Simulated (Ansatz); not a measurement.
One crystal and one scan (energy against volume) at two levels, PBE (plane waves to 420 eV, PAW, scalar-relativistic; Ansatz, a first-principles code) and r2SCAN (plane waves to 500 eV, PAW, scalar-relativistic; Ansatz), each from its own relaxed cell and on its own mesh. The cell shown is that of PBE.

Ga2O3 (corundum)

```
CELL_PARAMETERS angstrom
      2.52897     1.46010     4.54140
     -2.52897     1.46010     4.54140
      0.00000    -2.92020     4.54140
ATOMIC_POSITIONS crystal
  Ga 0.35584 0.35584 0.35584
  Ga 0.14416 0.14416 0.14416
  Ga 0.64416 0.64416 0.64416
  Ga 0.85584 0.85584 0.85584
  O  0.55310 0.94690 0.25000
  O  0.25000 0.55310 0.94690
  O  0.94690 0.25000 0.55310
  O  0.44690 0.05310 0.75000
  O  0.75000 0.44690 0.05310
  O  0.05310 0.75000 0.44690
```

E(V) scan at fixed shape, V₀ the volume above. The atoms relax within the cell's symmetry.

The energy includes the smearing's −TS. Ga2O3 was relaxed with its symmetry unable to fall. The PAW data are Ansatz's earlier set. With the shape held, the modulus is that of even scaling; a crystal free to change shape is softer. Percentages come from the unrounded values. Both scans cover V/V₀ from 0.940 to 1.060.

| quantity | PBE | r2SCAN | PBE − r2SCAN |
|---|---|---|---|
| Lattice constant a (Å) | 5.058 | 4.985 | +0.073 (+1.5 %) |
| Lattice constant c (Å) | 13.62 | 13.44 | +0.18 (+1.4 %) |
| Relaxed volume (Å³/atom) | 10.06 | 9.64 | +0.42 (+4.4 %) |
| Pressure at the smallest volume (GPa) | 14.3 | 16.7 | -2.4 (-15 %) |
| Energy cost of the largest compression (meV/atom) | 25.4 | 28.5 | -3.1 (-11 %) |
| Energy cost of the largest expansion (meV/atom) | 20.3 | 22.9 | -2.6 (-11 %) |
| Bulk modulus at fixed cell shape B₀ (third-order Birch-Murnaghan fit) (GPa) | 200.3 | 235.5 | -35.2 (-15 %) |
| Pressure derivative B₀′ (fit) | 4.5 | 4.4 | +0.1 (+2 %) |
| Pressure for 5 % compression (fit) (GPa) | 11.5 | 13.5 | -2.0 (-15 %) |

PBE gives the higher value for: lattice constant a; lattice constant c; relaxed volume. PBE gives the lower value for: pressure at the smallest volume; energy cost of the largest compression; energy cost of the largest expansion; bulk modulus at fixed cell shape B₀; pressure for 5 % compression.

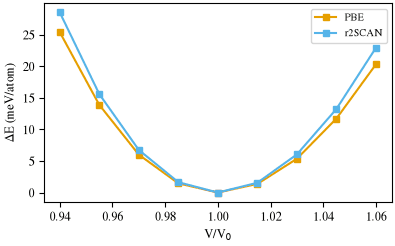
Fig. 1. ΔE, each from the relaxed starting cell of its own level.

(A scan under strain: stresses follow from slopes of the energy per volume, elastic moduli from its curvatures.)
